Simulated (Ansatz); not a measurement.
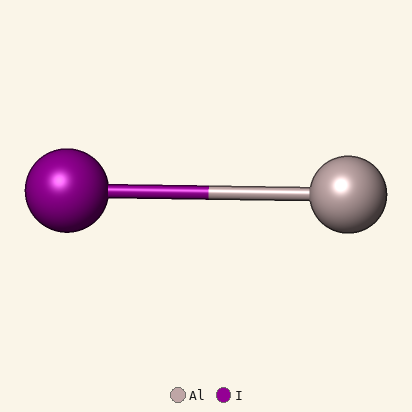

Harmonic vibrations computed with RKS PBE0-D4/def2-TZVP, core potentials on I (Ansatz 0.2.0) at a stationary point of the same level.

**Minimum or transition state?**

A minimum: no imaginary frequency, and the lowest mode lies at 313 cm⁻¹.

**List the wavenumbers.**

1 modes: 313 cm⁻¹.
